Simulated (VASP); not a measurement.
Band structure of Se (trig). These are AM05 GGA, VASP's PBE PAW potentials (set 64) (plane waves; VASP 6.6.1) values and carry that method's errors.

Without a dispersion term in the relaxation, distances and binding between the weakly bound layers, chains or molecules are unreliable, and so is what depends on them.

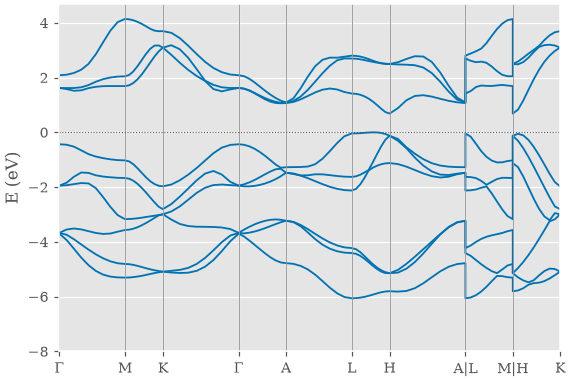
Figure. Bands along high-symmetry lines, zero at the valence-band maximum or, without a gap, the Fermi level

Problem. Read the plot: is there a gap, and where are the band edges?

Solution. The gap is indirect, 0.68 eV, from the valence maximum at L-H at 0.56 to the conduction minimum at H. (Edges off the drawn lines would not show.)

The compound is Se in the trig structure. It was relaxed first.
